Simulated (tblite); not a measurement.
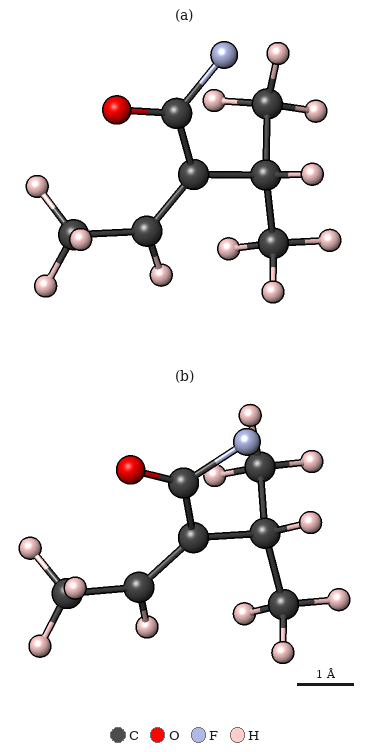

The structure of C$_{7}$H$_{11}$FO before (top) and after (bottom) a relaxation, at one scale.

A ball-and-stick model, seen at a tilt.

Method: GFN2-xTB geometry optimisation, gas phase (tblite 0.8.0). 

Q: Describe what moved and what it gained.

A: After 90 geometry steps the energy has fallen by 66.1 kJ/mol. The F atom moves most after the best rigid fit: 0.67 Å. Largest moves by element: F 0.67 Å, H 0.54 Å, O 0.32 Å, C 0.27 Å. Near-neighbour distances that change, for instance: C–O 1.263 → 1.188 Å, C–H 1.130 → 1.087 Å, C–C 1.327 → 1.344 Å, C–C 1.500 → 1.485 Å. Among the angles between lasting bonds that change: C–C–F 121.5° → 112.5°, C–C–O 122.8° → 130.2°, C–C–H 105.2° → 110.9°.
